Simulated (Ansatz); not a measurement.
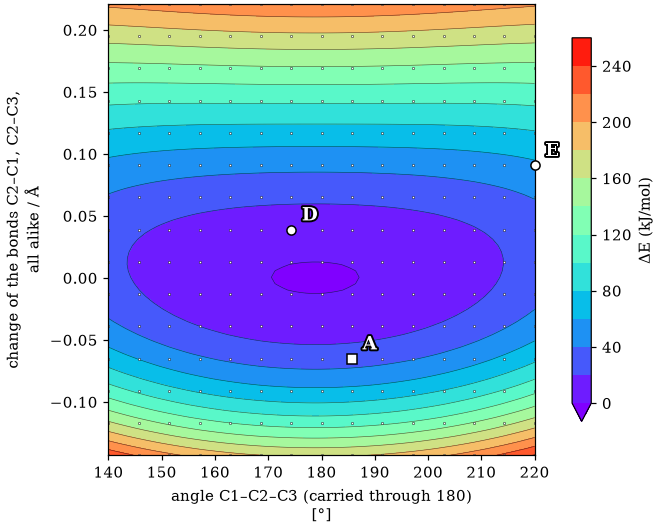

C₃H₃FO, SMILES C=C=C(O)F. First axis: angle C1–C2–C3 (carried through 180). Second axis: change of the bonds C2–C1, C2–C3, all alike. Nothing is relaxed (all other coordinates rigid). Grid: 15 × 15 points. Points are written as (first, second). All energies are given in kJ/mol relative to the lowest grid point. The calculation used RKS PBE0-D4/def2-TZVP in Ansatz 0.2.0.

The picture shows filled contours, dots at the grid points, lettered points. Between grid points the surface is interpolated.

Rank the lettered points by energy, lowest first.

Answer. D (8 kJ/mol), A (32 kJ/mol), E (57 kJ/mol).

What kind of point is each of A, D: minimum, saddle, maximum or slope?

Answer. A: on a slope; D: on a slope. (In these two coordinates alone; a stationary point may lie a little off the grid point.)
